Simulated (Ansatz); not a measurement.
# GaH₅O₄Si: what the fields show

The calculation's input:

```
crystal:
  periodic: [false, false, false]
  atoms:
    - {symbol: O, position_ang: [0.064309, -0.874367, -0.823072]}
    - {symbol: Si, position_ang: [-0.149418, -0.174726, 0.708079]}
    - {symbol: O, position_ang: [0.779746, -0.849549, 1.862915]}
    - {symbol: O, position_ang: [-1.688618, -0.520200, 1.104176]}
    - {symbol: O, position_ang: [0.259201, 1.310098, 0.290927]}
    - {symbol: Ga, position_ang: [0.430674, 1.165799, -1.571123]}
    - {symbol: H, position_ang: [-0.539057, -1.558541, -1.120611]}
    - {symbol: H, position_ang: [1.665309, -0.493050, 1.951292]}
    - {symbol: H, position_ang: [-1.874470, -0.673051, 2.031389]}
    - {symbol: H, position_ang: [1.913434, 1.151630, -2.057877]}
    - {symbol: H, position_ang: [-0.861130, 1.515957, -2.376095]}
basis:
  gaussian: {orbitals: def2-TZVPP}
hamiltonian: {xc: pbe0, dispersion: d4}
output: {orbitals: {seedname: orbitals}}
```

Launched as:

```sh
ansatz run in.yaml --threads 2 --pin off --events-out ev --progress --plain --max-ram 32768MiB --backend cuda --devices 0, --max-vram 18GiB
```

Geometry: PBE0-D4/def2-TZVP.

All numbers below come from RKS PBE0-D4/def2-TZVPP in Ansatz 0.2.0.

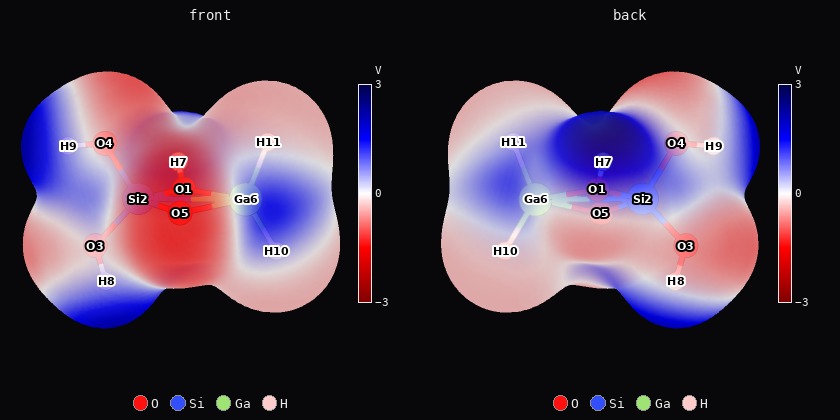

Figure 1. The molecular electrostatic potential painted on the density surface at 0.001 e/bohr³, seen from the front and from behind; red is negative and blue positive.

Describe the electrostatic potential map.

Answer. The most negative region (about −1.4 V) lies over O5, the most positive (about +2.4 V) over H7. O5 is the likeliest acceptor of a hydrogen bond.

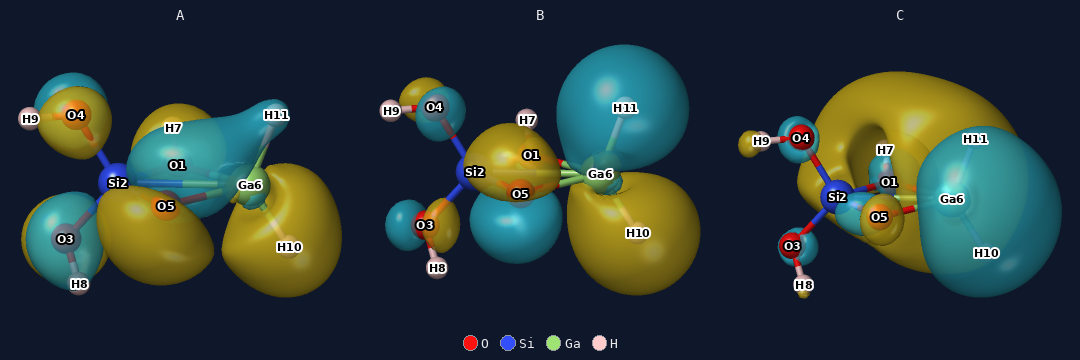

Figure 2. Three frontier orbitals at ±0.06 Å⁻³ᐟ² (yellow and cyan are the two phases), in no order.

Order the three orbitals by energy and name them.

Answer. A is the HOMO−1 (−9.07 eV). Its weight (Hirshfeld) is mainly on O5 (about 40 %), O1 (about 15 %), O3 (about 10 %), Ga6 (about 10 %) and H10 (about 10 %). B is the HOMO (−8.00 eV). By Hirshfeld shares it lies mainly on O5 (about 25 %), Ga6 (about 25 %), H11 (about 20 %) and H10 (about 20 %). C is the LUMO (−0.27 eV). By Hirshfeld shares it lies mainly on Ga6 (about 55 %), H7 (about 10 %), O1 (about 10 %) and Si2 (about 5 %).

What is the HOMO–LUMO gap?

Answer. 7.73 eV between the orbital energies.

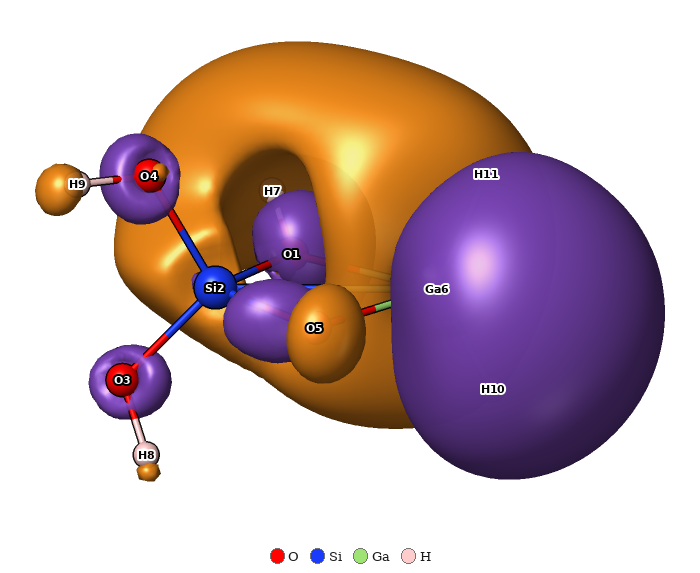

Figure 3. The LUMO at ±0.06 Å⁻³ᐟ² (orange and purple are the two phases), seen across its widest extent.

What is the character of this orbital?

Answer. It lies mainly on Ga6 (about 55 %), H7 (about 10 %), O1 (about 10 %) and Si2 (about 5 %). Its energy is −0.27 eV.
